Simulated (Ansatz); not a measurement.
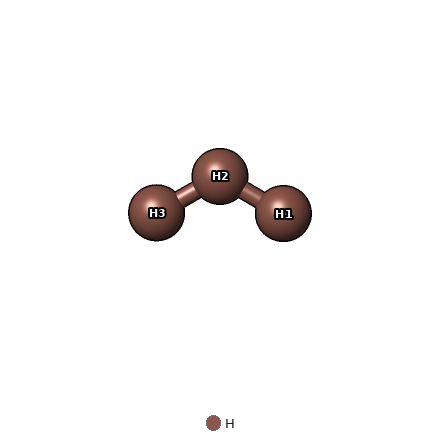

The system is H⁺ + H₂; the picture shows the reference structure. Coordinates scanned: (1) distance H1–H2; (2) distance H2–H3. Nothing is relaxed (the angle H1–H2–H3 is fixed at 120 degrees). The scan uses a 17 × 17 grid; 153 points were computed and 136 follow by symmetry. All energies are given in eV relative to H with charge +1 far from the relaxed HH (each part in its own basis). The restricted reference is unstable at some or all points, so the energies there are unreliable. All numbers below come from Ansatz, RHF-MP2, frozen core/aug-cc-pVTZ.

Its coordinates:

```yaml
atoms:
  - { symbol: H, position_ang: [-0.7740, 0.0000, 0.0000] }
  - { symbol: H, position_ang: [0.0000, 0.0000, 0.0000] }
  - { symbol: H, position_ang: [0.3870, 0.6703, 0.0000] }
```

Range: distance H1–H2 from 0.592 to 2.192 Å; distance H2–H3 from 0.592 to 2.192 Å.

What landscape does the calculation give?

The lowest grid point is at distance H1–H2 = 0.774 Å, distance H2–H3 = 0.774 Å, −3.31 eV from H with charge +1 far from the relaxed HH (each part in its own basis). It is the only kind of minimum in the scanned range. The highest grid point, distance H1–H2 = 2.192 Å, distance H2–H3 = 2.192 Å, lies 6.52 eV above the lowest. Round the minimum the two coordinates are weakly coupled (coupling −0.06 in units of the two stiffnesses).

| distance H2–H3 ↓, distance H1–H2 → | 0.636 | 0.774 | 0.945 | 1.138 | 1.349 | 1.575 | 1.813 | 2.063 |
| --- | --- | --- | --- | --- | --- | --- | --- | --- |
| 2.063 | −0.19 | −0.56 | −0.27 | 0.36 | 1.09 | 1.77 | 2.35 | 2.82 |
| 1.813 | −0.48 | −0.91 | −0.67 | −0.08 | 0.62 | 1.29 | 1.88 | 2.35 |
| 1.575 | −0.90 | −1.38 | −1.19 | −0.62 | 0.06 | 0.72 | 1.29 | 1.77 |
| 1.349 | −1.45 | −1.96 | −1.80 | −1.26 | −0.59 | 0.06 | 0.62 | 1.09 |
| 1.138 | −2.06 | −2.59 | −2.44 | −1.91 | −1.26 | −0.62 | −0.08 | 0.36 |
| 0.945 | −2.61 | −3.13 | −2.97 | −2.44 | −1.80 | −1.19 | −0.67 | −0.27 |
| 0.774 | −2.83 | −3.31 | −3.13 | −2.59 | −1.96 | −1.38 | −0.91 | −0.56 |
| 0.636 | −2.40 | −2.83 | −2.61 | −2.06 | −1.45 | −0.90 | −0.48 | −0.19 |

The table holds every second grid line.

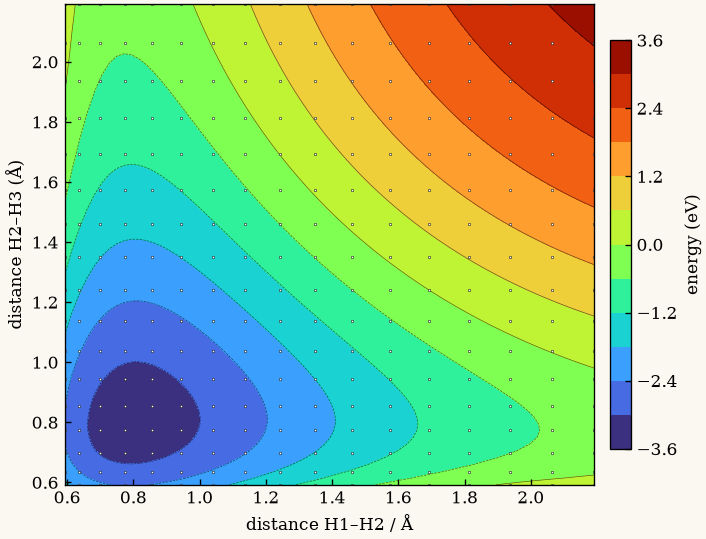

The picture shows filled contours, dots at the grid points. Between grid points the surface is interpolated.

The whole map (153 points run) took 41 s on 1 thread of Intel(R) Xeon(R) Platinum 8375C CPU @ 2.90GHz (Ice Lake), on a shared host.
